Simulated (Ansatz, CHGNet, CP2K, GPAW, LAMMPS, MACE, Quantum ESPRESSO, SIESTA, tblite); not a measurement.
## Glassy 67P2O5-33MgO (mol %) (80 atoms) in GPAW

Wanted: GPAW inputs and outputs for glassy 67P2O5-33MgO (mol %) (80 atoms), checked against a plane-wave reference.

Method: the method is named at each step, in GPAW 26.7.0.

**1. Starting point**

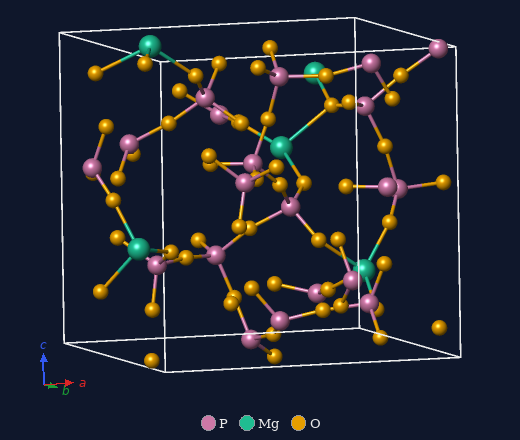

Start, viewed slightly off an axis; phosphorus pink, magnesium teal, oxygen orange. Bonds to atoms that aren't drawn are left out.

The cell holds 80 atoms: 20 P, 5 Mg and 55 O. Its edges and angles: a = 10.514 Å, b = 10.514 Å, c = 10.514 Å, α = 90.0°, β = 90.0°, γ = 90.0°. 80 atoms (20 P, 5 Mg, 55 O) placed at random at 2.32 g/cm³, melted at 4000 K for 10 ps at fixed volume with the Morse and Coulomb pair potential with partial charges (Pedone, Malavasi, Menziani, Cormack and Segre, J. Phys. Chem. B 110, 11780 (2006)). Quenched from 4000 K to 300 K at 25 K/ps and fixed volume, held 5 ps.

The yardstick, on the same geometry:

```
method                                           : Kohn-Sham DFT, PBE, PAW, plane waves (Ansatz 0.2.0); cutoff 420 eV, Γ point, fermi-dirac smearing of 0.05 eV; PAW set soft_2
r.m.s. force component                           : 1.485 eV/Å
longest force                                    : 6.704 eV/Å
pressure                                         : 1.683 GPa
gap (highest filled to lowest empty level) : 1.151 eV
SCF cycles                                       : 11
time                                             : 14 s on 4 threads of Arm Neoverse V2, shared host
CPU time                                         : 51 s
```

**2. PBE, LCAO dzp, h 0.18 Å**

Method: Kohn-Sham DFT, PBE, PAW, atomic orbitals (dzp).

run.py

```python
import numpy as np
from ase.io import read
from gpaw import GPAW, FermiDirac

atoms = read("structure.xyz")
atoms.calc = GPAW(
    mode="lcao",
    basis="dzp",
    h=0.18,
    xc="PBE",
    kpts={"size": (1, 1, 1), "gamma": True},
    occupations=FermiDirac(0.05),
    maxiter=200,
    symmetry={"point_group": False},
    txt="gpaw.txt",
)
energy = atoms.get_potential_energy(force_consistent=True)
forces = atoms.get_forces()
print(f"energy {energy:.6f} eV")
print("forces (eV/A)")
for i, (a, f) in enumerate(zip(atoms, forces)):
    print(f"{i:4d} {a.symbol:2s} {f[0]:10.5f} {f[1]:10.5f} {f[2]:10.5f}")
print(f"Fermi level {atoms.calc.get_fermi_level():.4f} eV")
for k in range(len(atoms.calc.get_ibz_k_points())):
    for s in range(atoms.calc.get_number_of_spins()):
        e = atoms.calc.get_eigenvalues(kpt=k, spin=s)
        n = np.searchsorted(e, atoms.calc.get_fermi_level())
        print(f"k {k} spin {s} levels about the Fermi level:", np.round(e[max(n - 6, 0):n], 4).tolist(), "|", np.round(e[n:n + 6], 4).tolist())
```

structure.xyz

```xyz
80
Lattice="10.51380 0.00000 0.00000 0.00000 10.51380 0.00000 0.00000 0.00000 10.51380" Properties=species:S:1:pos:R:3 pbc="T T T"
P 0.83259 0.79221 5.96322
P 6.05658 4.80712 0.91302
P 5.56317 3.67279 6.15604
P 0.46092 5.77975 7.26230
P 6.74965 3.06961 8.97900
P 5.48105 10.43968 2.40251
P 4.19185 7.20826 0.60097
P 2.03947 3.84532 2.89908
P 9.73021 3.95456 9.37253
P 2.11212 10.40267 8.60123
P 10.41255 8.97921 10.31425
P 6.21134 0.91449 5.20738
P 5.92558 6.47587 4.93549
P 10.37218 3.58121 5.12001
P 8.97889 5.56432 1.43398
P 3.17874 6.66060 3.44832
P 7.95716 8.42671 8.43385
P 8.66873 9.66586 5.71131
P 10.00767 0.85309 1.71848
P 3.22490 5.65401 8.67935
Mg 2.26352 2.81349 10.20375
Mg 7.94633 8.11466 2.84030
Mg 5.54929 10.35273 9.84744
Mg 4.82678 8.82770 7.22077
Mg 2.46612 0.71178 3.12775
O 6.57533 9.02158 8.58410
O 0.10924 7.17010 7.07379
O 2.94176 2.68459 3.18757
O 1.65540 0.51423 4.79934
O 2.23965 7.61883 4.08903
O 6.17444 3.53958 7.61840
O 3.37093 4.26398 9.28715
O 1.82814 3.91502 1.40244
O 9.11504 8.83727 9.45432
O 4.46447 6.45453 4.27964
O 6.06057 0.68119 3.70874
O 9.98306 9.90137 0.96695
O 9.56262 0.70306 3.11293
O 1.47677 0.41519 7.29595
O 3.66437 7.08146 2.03137
O 5.74779 0.63430 1.12182
O 5.99655 7.70525 5.84893
O 6.86593 6.60309 3.77487
O 3.14678 9.33941 8.21107
O 5.20233 0.15729 6.09716
O 8.73087 7.05245 1.38561
O 10.02344 10.43694 5.94040
O 8.44290 9.03482 7.10743
O 4.55973 8.57852 0.13699
O 8.29675 3.41394 8.96901
O 5.35121 6.16077 0.62294
O 0.26915 2.92431 9.39408
O 0.98188 1.01542 1.78514
O 0.34170 2.27971 5.95386
O 4.04340 10.20890 2.77259
O 6.10368 2.41512 5.48169
[... 20 atom lines left out ...]
O 0.37292 4.79976 6.00611
O 6.30860 9.12829 2.36855
O 9.21724 1.89995 1.00018
O 9.66618 5.19298 2.70835
```

Run with:

```bash
$ OMP_NUM_THREADS=1 python run.py > output.txt
```

Output:

```text
energy -495.260349 eV
forces (eV/A)
   0 P    -2.15100    0.59028   -2.30989
   1 P    -1.80974   -1.03195    2.83771
   2 P    -6.07332    2.88872    1.60842
   3 P     0.32744    0.38006   -0.83339
   4 P     0.36343   -1.17320    1.16411
   5 P     0.91927   -4.28667   -0.54815
   6 P     1.22911    0.75526   -2.67094
   7 P     0.41520   -2.67059   -2.77278
   8 P     0.35855    0.03699    2.28553
   9 P     1.38368   -2.81173    2.48420
  10 P    -0.23583   -1.30194    2.24490
  11 P    -2.43520   -5.16054    1.22228
  12 P     0.92649    3.67340   -1.52895
  13 P    -1.67003    0.19075   -0.10053
  14 P     1.95842    1.40841    3.41129
  15 P    -2.04612    2.28786    3.09900
  16 P     0.60441   -6.11093    2.01705
  17 P     2.08316   -1.80652   -1.07763
  18 P    -1.62418    2.94706    0.67867
  19 P     4.00924   -2.79059   -0.82389
  20 Mg   -0.98971    0.66150    0.70083
  21 Mg   -0.71544   -0.29617   -0.16030
  22 Mg    0.57367   -0.16045    1.03149
  23 Mg    0.75500   -1.12921   -1.00791
[...]
72 O    -0.39713   -0.57149    1.09210
  73 O     1.85589   -2.02299    0.94110
  74 O    -0.05068   -0.02271   -0.10336
  75 O    -0.11700   -1.21521    0.05003
  76 O     2.09868    0.99378   -0.32620
  77 O     0.50633   -0.52907    0.54230
  78 O    -0.88010    0.77953   -2.33766
  79 O     0.06062   -0.90443   -0.27071
Fermi level 4.1743 eV
k 0 spin 0 levels about the Fermi level: [1.5241, 1.8669, 1.978, 2.5624, 3.0752, 3.8084] | [4.5402, 5.3273, 5.6713, 5.78, 6.0445, 6.2668]
```

gpaw.txt:

```text
Input parameters:
  mode=LCAO(),
  basis={'default': 'dzp'},
  h=0.18,
  kpts=MonkhorstPack(size=(1, 1, 1), gamma=True),
  maxiter=200,
  occupations=Occupations(name='fermi-dirac', width=0.05, fixmagmom=False),
  symmetry=Symmetry(point_group=False),
  xc=XC(name='PBE')
Unit cell  # Å
| periodic |         x |         y |         z |   lengths |    angles |
|----------|-----------|-----------|-----------|-----------|-----------|
|      yes | 10.513800 |  0.000000 |  0.000000 | 10.513800 | 90.000000 |
|      yes |  0.000000 | 10.513800 |  0.000000 | 10.513800 | 90.000000 |
|      yes |  0.000000 |  0.000000 | 10.513800 | 10.513800 | 90.000000 |
Number of symmetries: 1
Symmetry operations  # r_c * U_cc + t_c -> r_c
|   | kind |            matrix            |
|---|------|------------------------------|
| 0 |  E   |  1, 0, 0,  0, 1, 0,  0, 0, 1 |
BZ-sampling:
  Number of BZ points: 1
  Number of IBZ points: 1
  Monkhorst-Pack size: [1, 1, 1]
  Monkhorst-Pack shift: [0, 0, 0]
[... lines left out ...]
eigensolver:
density mixing:
  MSR1-Mixer
occupation numbers:
  Fermi-Dirac:
    width: 0.0500  # eV
FastPoissonSolver using
    Stencil: 6*3+1=19 point O(h^6) finite-difference Laplacian
xc functional:
  name: PBE with 2 nearest neighbor stencil
interpolation: tri-quintic # 5. degree polynomial
Initialization done in: 7.910 s
convergence criteria:
- Maximum [total energy] change in last 3 cyles: 0.0005 eV / valence electron
- Maximum integral of absolute [dens]ity change: 0.0001 electrons / valence electron
- Maximum integral of absolute [eigenst]ate change: 4e-08 eV^2 / valence electron
maximum number of iterations: 200
SCF iterations
|iter     |      energy | eigst |  dens |
|---------|-------------|-------|-------|
|iter:   1| -559.649581 |      c|       |
|iter:   2| -543.820685 |      c| -0.83 |
|iter:   3| -495.372544 |      c| -0.88 |
|iter:   4| -495.284623 |      c| -1.50 |
|iter:   5| -495.310279c|      c| -1.82 |
|iter:   6| -495.260857c|      c| -2.20 |
|iter:   7| -495.260272c|      c| -2.89 |
|iter:   8| -495.259825c|      c| -3.27 |
|iter:   9| -495.259795c|      c| -3.88 |
|iter:  10| -495.259797c|      c| -4.25c|
Converged in 10 steps
SCF loop duration: 59.732 s (5.973 s/step)
Energy contributions relative to reference atoms: (reference = -325553.374180)
Energy contributions:
  Kinetic:         502.573852
  Coulomb:        -366.438268
  Zero:              4.173018
  External:          0.000000
  Xc:             -635.567848
  Entropy:          -0.001103
  Spinorbit:         0.000000
  ----------------------------
  Free energy:    -495.260349
  Extrapolated:   -495.259797
dipole moment: (3.127165, 30.001864, -28.281556)  # |e|*Ang
Fermi level: 4.174
Eigenvalues  # (at kpt = [0.000, 0.000, 0.000])
| band index |      eig [eV] | occ [0-2] |
|------------|---------------|-----------|
|          0 |       -74.131 |     2.000 |
|        ... |               |           |
|        232 |         1.442 |     2.000 |
|        233 |         1.493 |     2.000 |
[...]
|        247 |         6.747 |     0.000 |
|        ... |               |           |
|        291 |        10.364 |     0.000 |
Gap: 0.732 eV
Transition (v -> c):
  (s=0, k=0, n=239, [0.00, 0.00, 0.00]) -> (s=0, k=0, n=240, [0.00, 0.00, 0.00])
No difference between direct/indirect transitions
Force computation time: 11.999  # s
timing:  # [seconds]
  Total:  79.664  # ━━━━━━━━━━━━━━━━━━━━━━━━━━━━━━━━━━━━━━━━━━━━━━━━━━━━━━━━━
  Init:    7.909  # ━━━━━╸
  SCF:    59.732  # ━━━━━━━━━━━━━━━━━━━━━━━━━━━━━━━━━━━━━━━━━━╸
  Forces: 11.999  # ━━━━━━━━╸
```

Run time: 81 s. Hardware: 1 thread of Arm Neoverse V2, shared host; peak memory 1.4 GiB.

Banners, paths, timers and routine set-up lines are dropped from the logs unmarked, and long logs keep their key lines alone; longer cuts are marked.

Against the reference:

* r.m.s. force component: 1.695 eV/Å
* r.m.s. difference of force components: 582.7 meV/Å
* longest difference of force vectors: 1804 meV/Å
* force difference over r.m.s. force: 39.24 %
* slope of forces against the reference's: 1.075
* correlation of force components: 0.9413
* gap (highest filled to lowest empty level): 0.7318 eV
* gap difference: -0.4195 eV

This run lies far from the reference in forces at the same functional.

Length of the force difference by element (eV/Å):

```
element  atoms  mean  most
     Mg      5  0.14  0.23
      O     55   1.1   1.8
      P     20  0.35  0.68
```

Levels nearest the highest filled one (eV from it): -2.28, -1.94, -1.83, -1.25, -0.73, 0.00, 0.73, 1.52, 1.86, 1.97, 2.24, 2.46.

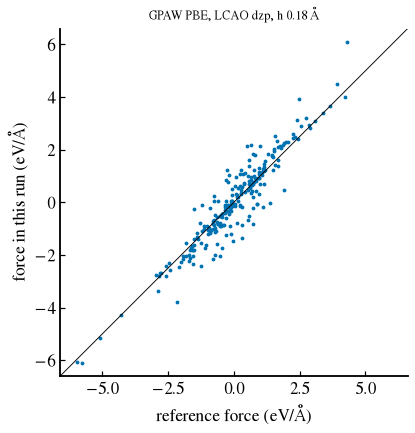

Force components against those of the reference; the line marks equality.

Local excerpt of 9 atoms (numbers count through the whole input) about Mg24, one of the 5 Mg atoms; x, y, z are measured from there.

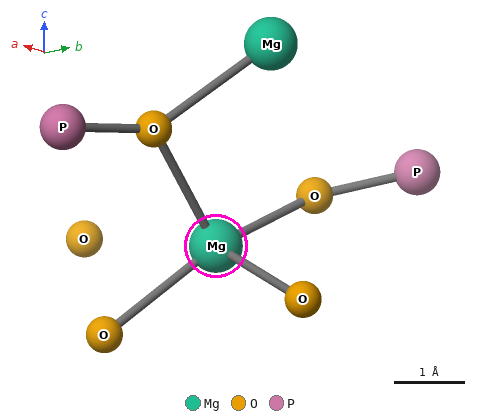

The atoms of the table, within 3.4 Å (arrows a, b, c point along x, y, z); some may hide others; the central atom is ringed.

```csv
atom,x,y,z,distance (Å),bonds,Fx,Fy,Fz (eV/Å)
Mg24,0.00,0.00,0.00,0.00,4,0.76,-1.13,-1.01
O44,-1.68,0.51,0.99,2.02,2,0.98,-0.21,-0.58
O42,1.17,-1.12,-1.37,2.12,2,-0.89,-0.09,1.37
O45,0.38,1.84,-1.12,2.19,2,-0.07,0.33,0.05
O26,1.75,0.19,1.36,2.23,3,-3.77,3.13,1.16
O65,-0.48,-2.72,0.58,2.82,1,0.84,1.23,-1.57
Mg23,0.72,1.53,2.63,3.12,4,0.57,-0.16,1.03
P17,3.13,-0.40,1.21,3.38,4,0.60,-6.11,2.02
P10,-2.71,1.57,1.38,3.43,4,1.38,-2.81,2.48
```

Atoms are counted from 1 here, from 0 in the log.

Forces lie 39 % from the reference's, at 1.6 times its CPU time (on 1 against 4 cores).

The difference per atom is largest on O (1.1 eV/Å on average, against 0.35 on P).

**3. PBE, LCAO dzp, h 0.28 Å**

Method: Kohn-Sham DFT, PBE, PAW, atomic orbitals (dzp).

run.py, as its differences from that of step 2:

```diff
@@ -8,3 +8,3 @@
     basis="dzp",
-    h=0.18,
+    h=0.28,
     xc="PBE",
```

structure.xyz is that of step 2.

Output:

```text
energy -421.077344 eV
forces (eV/A)
   0 P    -2.16858    0.71204   -2.11719
   1 P    -1.82409   -0.93563    2.80091
   2 P    -6.25705    2.87585    1.73511
   3 P     0.25327    0.23193   -0.71574
   4 P     0.31161   -1.10213    0.98648
   5 P     0.74128   -4.31639   -0.73362
   6 P     1.32368    0.62651   -2.70214
   7 P     0.36534   -2.67983   -2.83914
   8 P     0.47862   -0.01032    2.31072
   9 P     1.35607   -2.88171    2.35839
  10 P    -0.25796   -1.09755    2.16617
  11 P    -2.35193   -4.97543    1.27876
  12 P     0.87275    3.63738   -1.48391
  13 P    -1.67966    0.04083   -0.07961
  14 P     1.98763    1.56264    3.54451
  15 P    -2.06374    2.19995    3.15555
  16 P     0.71802   -6.18764    2.04871
  17 P     2.03844   -1.81525   -0.89552
  18 P    -1.44596    2.82347    0.69813
  19 P     4.15636   -2.78428   -0.76543
  20 Mg   -1.03518    0.67098    0.70461
  21 Mg   -0.69994   -0.30312   -0.19208
  22 Mg    0.56446   -0.17530    1.01015
  23 Mg    0.70675   -1.12639   -1.00132
[...]
72 O     1.99259   -0.37184   -2.19294
  73 O     5.91780   -4.99274    1.57245
  74 O    -1.75658    2.91940    2.58579
  75 O     2.96268   -5.16927   -3.42811
  76 O    -1.68182   -0.66641    1.26868
  77 O     2.70741   -3.73382   -1.68964
  78 O     0.60542    0.54993   -3.88340
  79 O    -1.60696    2.42658   -3.41296
Fermi level 4.1944 eV
k 0 spin 0 levels about the Fermi level: [1.5332, 1.9084, 1.9861, 2.5769, 3.0839, 3.8025] | [4.5863, 5.3854, 5.7246, 5.8105, 6.0844, 6.3183]
```

gpaw.txt:

```text
Input parameters:
  mode=LCAO(),
  basis={'default': 'dzp'},
  h=0.28,
  kpts=MonkhorstPack(size=(1, 1, 1), gamma=True),
  maxiter=200,
  occupations=Occupations(name='fermi-dirac', width=0.05, fixmagmom=False),
  symmetry=Symmetry(point_group=False),
  xc=XC(name='PBE')
Unit cell  # Å
| periodic |         x |         y |         z |   lengths |    angles |
[... lines left out ...]
  Fermi-Dirac:
[... lines left out ...]
convergence criteria:
- Maximum [total energy] change in last 3 cyles: 0.0005 eV / valence electron
[... lines left out ...]
Converged in 10 steps
[... lines left out ...]
  Free energy:    -421.077344
  Extrapolated:   -421.076995
dipole moment: (2.424520, 28.372206, -28.300634)  # |e|*Ang
Fermi level: 4.194
Eigenvalues  # (at kpt = [0.000, 0.000, 0.000])
| band index |      eig [eV] | occ [0-2] |
|------------|---------------|-----------|
|          0 |       -74.151 |     2.000 |
|        ... |               |           |
|        232 |         1.445 |     2.000 |
|        233 |         1.499 |     2.000 |
[...]
|        247 |         6.789 |     0.000 |
|        ... |               |           |
|        291 |        10.408 |     0.000 |
Gap: 0.784 eV
Transition (v -> c):
  (s=0, k=0, n=239, [0.00, 0.00, 0.00]) -> (s=0, k=0, n=240, [0.00, 0.00, 0.00])
No difference between direct/indirect transitions
Force computation time: 4.988  # s
timing:  # [seconds]
  Total:  35.985  # ━━━━━━━━━━━━━━━━━━━━━━━━━━━━━━━━━━━━━━━━━━━━━━━━━━━━━━━━━
  Init:    4.818  # ━━━━━━━╸
  SCF:    26.154  # ━━━━━━━━━━━━━━━━━━━━━━━━━━━━━━━━━━━━━━━━━╸
  Forces:  4.988  # ━━━━━━━━
```

Wall time 37 s (1 thread); peak memory 0.47 GiB.

Numbers from this run, and their distance from the reference:

| Quantity | Value |
| --- | --- |
| r.m.s. force component | 2.639 eV/Å |
| r.m.s. difference of force components | 2154 meV/Å |
| longest difference of force vectors | 6361 meV/Å |
| force difference over r.m.s. force | 145.1 % |
| slope of forces against the reference's | 1.028 |
| correlation of force components | 0.5791 |
| gap (highest filled to lowest empty level) | 0.7838 eV |
| gap difference | -0.3675 eV |
| energy less the same-level run's | 927.3 meV/atom |
| r.m.s. force difference from the same-level run | 2125 meV/Å |

This is a coarse setting, run to see what it loses.

Against the first run (39 %), the force difference from the reference is 145 %, at 0.46 times the CPU time: the grid matters here.

The difference per atom is largest on O (4.3 eV/Å on average, against 0.37 on P). The forces add up to 46 eV/Å instead of zero, usually a sign of too coarse a grid.

(Continued in part 2 of 2.)

[Also dropped from logs without a mark: logging warnings of Python, and SIESTA's first energy breakdown and zero terms.]

[Logs are printed without paths, hosts, clocks, repeated set-up lines and the standing remarks that a program may print on its own settings, such as how far it seeks lower states.]

[Hosts, paths, dates, database ids (printed as entryN), source tags and the programs' standing remarks are cut or masked in the printed files.]
